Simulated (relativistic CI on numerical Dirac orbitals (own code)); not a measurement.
## Cr³⁺: relativistic CI calculation

System: Cr³⁺.
Method: Dirac-Coulomb-Breit CI, KLI orbitals optimised for each configuration, model QED (radiative potential, 1s self-energy scaled to tabulated hydrogen-like ionisation energies), valence Slater integrals scaled by 0.7, multiplet model of photoemission in the sudden approximation in a parametric crystal field (relativistic CI on numerical Dirac orbitals, in-house).

## Key numbers

```tsv
quantity	value
outcome	converged
hardware	1 CPU thread, shared host
```

## Remarks

Caveats: free-ion energies without screening by ligands, so binding energies differ from solids by tens of eV.

## Input
```
atom Cr  Z=24  charge=3  electrons=21
nucleus A=52  rms_radius_fm=3.6452
hamiltonian dirac-coulomb  breit=on  qed=on  c_scale=1
orbitals kli  potential=per-configuration
slater_scale 0.7
correlation none
mixing on
configurations
  [Ar] 3d3
  [Ar] 3d2
end
photoemission 3d valence T=300 lorentz=0.42 gauss=0.5
crystal_field D3d 10Dq=27900 Dsigma=-280 Dtau=-250
```

The program writes its results to a structured record and prints no log; tables and figures of this report are taken from that record.

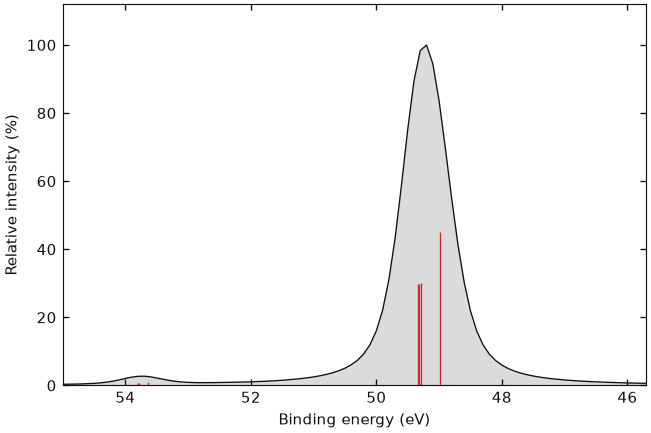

**Figure 1.** 3d valence photoemission of Cr³⁺, [Ar] 3d³, in a field of D3d symmetry with 10Dq = 27,900, Dσ = −280, Dτ = −250 cm⁻¹. Sticks are the strongest transitions, on a scale of their own. Multiplet model: relativistic Dirac–Coulomb–Breit theory, one configuration a step, Slater integrals scaled by 0.7, 300 K, Voigt broadening (Lorentzian 0.42 eV, Gaussian 0.5 eV full widths), computed with a radial Dirac CI code. The main maxima lie at 49.2 eV (100), heights in % of the largest; the centroid is at 49.3 eV. The ground state has S = 1.50.
